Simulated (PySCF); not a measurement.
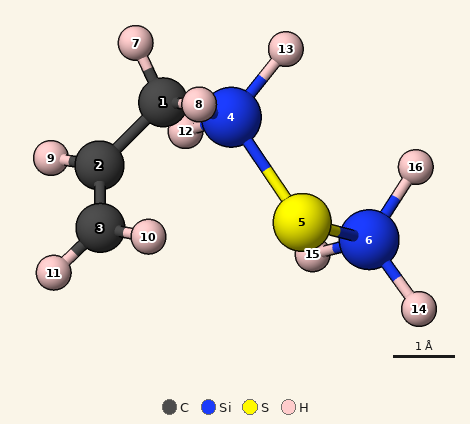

Figure 1. The structure (ball-and-stick view, seen at a tilt; atoms are numbered from 1 in the order of the input).

## C$_{3}$H$_{10}$SSi$_{2}$: NMR shielding calculation

C$_{3}$H$_{10}$SSi$_{2}$, computed with GIAO BP86/pcSseg-1 NMR shielding, non-relativistic, gas phase (PySCF 2.14.0).

The geometry comes from this level: GFN2-xTB. Figures and captions count atoms from 1; the log counts them from 0 in places.

**The input**
```
{"job": {"kind": "nmr", "xc": "BP86", "basis": "pcSseg-1", "pop": false}, "charge": 0, "multiplicity": 1}
C     -1.631256    -0.529102     0.479141
C     -2.115601     0.016840    -0.820460
C     -2.048318    -0.626615    -1.971338
Si     0.031842     0.252976     0.969360
S      1.496319    -0.553610    -0.380379
Si     3.285703     0.503305     0.141251
H     -2.358896    -0.320336     1.263996
H     -1.514614    -1.610589     0.405554
H     -2.520729     1.020178    -0.778389
H     -1.637772    -1.620492    -2.036752
H     -2.392870    -0.188443    -2.892333
H      0.018050     1.707102     0.825565
H      0.413662    -0.111280     2.332810
H      4.282072    -0.078257    -0.739159
H      3.072416     1.924839    -0.101924
H      3.566170     0.268153     1.552505
```

The first line tells a small driver script what to run in PySCF; the rest is the geometry in Å.

Run as:
```bash
OMP_NUM_THREADS=1 python <driver script> task.json out
```

**The program's output**
```
coarse grid: 14336 points
cycle   1  E = -1097.4425756681  dE =  2.711e-01  |g| = 5.536e-01  |ddm| = 3.622e+00
cycle   2  E = -1097.3171617353  dE =  1.254e-01  |g| = 8.605e-01  |ddm| = 1.566e+00
cycle   3  E = -1097.5276639997  dE = -2.105e-01  |g| = 7.865e-02  |ddm| = 1.117e+00
cycle   4  E = -1097.5293697693  dE = -1.706e-03  |g| = 4.187e-02  |ddm| = 1.718e-01
cycle   5  E = -1097.5298209280  dE = -4.512e-04  |g| = 1.869e-02  |ddm| = 5.840e-02
cycle   6  E = -1097.5299056818  dE = -8.475e-05  |g| = 5.961e-03  |ddm| = 2.003e-02
cycle   7  E = -1097.5299155354  dE = -9.854e-06  |g| = 1.255e-03  |ddm| = 7.467e-03
final grid: 122944 points
cycle   8  E = -1097.5801595614  dE = -3.102e-05  |g| = 5.983e-03  |ddm| = 2.736e-02
cycle   9  E = -1097.5801461197  dE =  1.344e-05  |g| = 9.076e-03  |ddm| = 1.482e-02
cycle  10  E = -1097.5801684395  dE = -2.232e-05  |g| = 1.116e-03  |ddm| = 9.697e-03
cycle  11  E = -1097.5801686030  dE = -1.635e-07  |g| = 6.997e-04  |ddm| = 1.307e-03
cycle  12  E = -1097.5801686944  dE = -9.137e-08  |g| = 1.002e-04  |ddm| = 6.589e-04
cycle  13  E = -1097.5801686970  dE = -2.596e-09  |g| = 2.872e-05  |ddm| = 1.327e-04
cycle  14  E = -1097.5801686972  dE = -2.055e-10  |g| = 4.152e-06  |ddm| = 3.262e-05
```

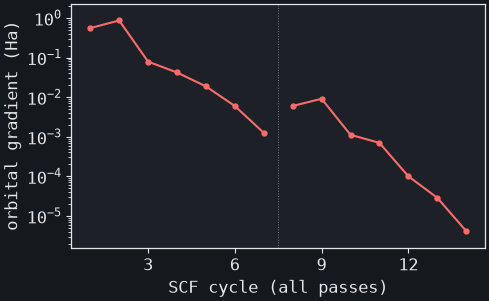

Figure 2. Convergence of the self-consistent field: orbital gradient against the SCF cycle. The dotted line marks the change from a coarse to the final integration grid. The first 7 cycles use a coarse grid, the final grid takes over at cycle 8, and the field converges after 14 cycles in all.

```
converged SCF energy = -1097.5801686972

GIAO shielding tensors (ppm)
atom      isotropic    diamagn.    paramagn.     s11        s22        s33       span
  0 C      155.098     253.984     -98.886    141.596    151.633    172.065     30.469
  1 C       43.749     257.713    -213.964    -68.785     45.704    154.328    223.113
  2 C       60.848     253.684    -192.836    -45.654     76.350    151.849    197.503
  3 Si     358.508     882.793    -524.284    309.482    354.443    411.600    102.118
  4 S      818.671    1062.896    -244.225    767.056    831.134    857.824     90.768
  5 Si     392.254     880.890    -488.636    349.156    380.581    447.024     97.868
  6 H       29.553      30.241      -0.688     25.366     27.731     35.561     10.194
  7 H       29.637      32.819      -3.182     27.038     28.147     33.727      6.688
  8 H       25.668      31.593      -5.925     23.494     25.424     28.085      4.591
  9 H       26.257      32.282      -6.025     22.153     26.008     30.610      8.457
 10 H       26.389      29.097      -2.708     23.363     25.861     29.942      6.579
 11 H       26.947      31.701      -4.754     23.049     25.551     32.240      9.191
 12 H       26.634      30.879      -4.245     22.546     25.211     32.144      9.598
 13 H       26.926      29.003      -2.076     22.982     24.626     33.171     10.190
 14 H       26.964      29.529      -2.566     22.834     25.168     32.890     10.056
 15 H       26.912      29.028      -2.116     22.884     24.941     32.910     10.026
```

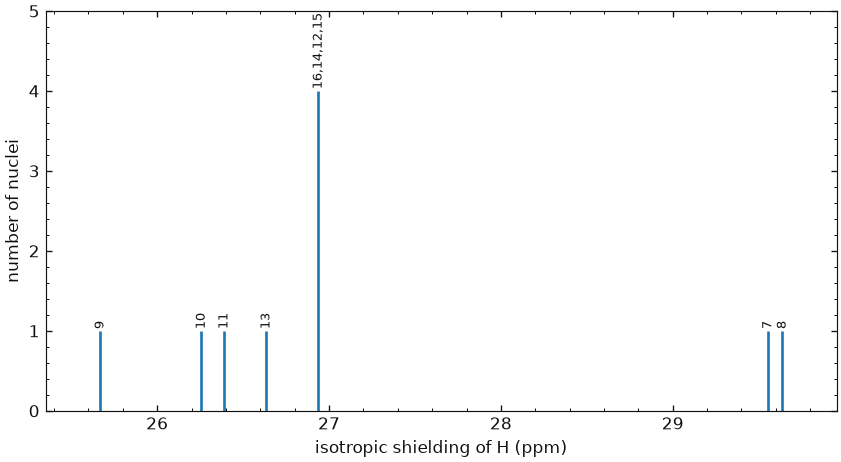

Figure 3. Isotropic shieldings of the hydrogen nuclei in this fixed geometry, labelled by atom number; shielding grows to the right, so chemical shift grows to the left. The least shielded is H9 (25.7 ppm), the most shielded H8 (29.6 ppm).

**Summary**

- outcome: converged
- total energy: −1097.580169 hartree
- HOMO: −6.07 eV
- LUMO: −0.90 eV
- dipole moment: 1.34 D
- isotropic shielding, C: 43.7 to 155.1 ppm
- isotropic shielding, Si: 358.5 to 392.3 ppm
- isotropic shielding, S: 818.7 ppm
- isotropic shielding, H: 25.7 to 29.6 ppm
- hardware: 1 CPU thread, shared host
- wall time: 46 s
- peak memory: 0.69 GiB
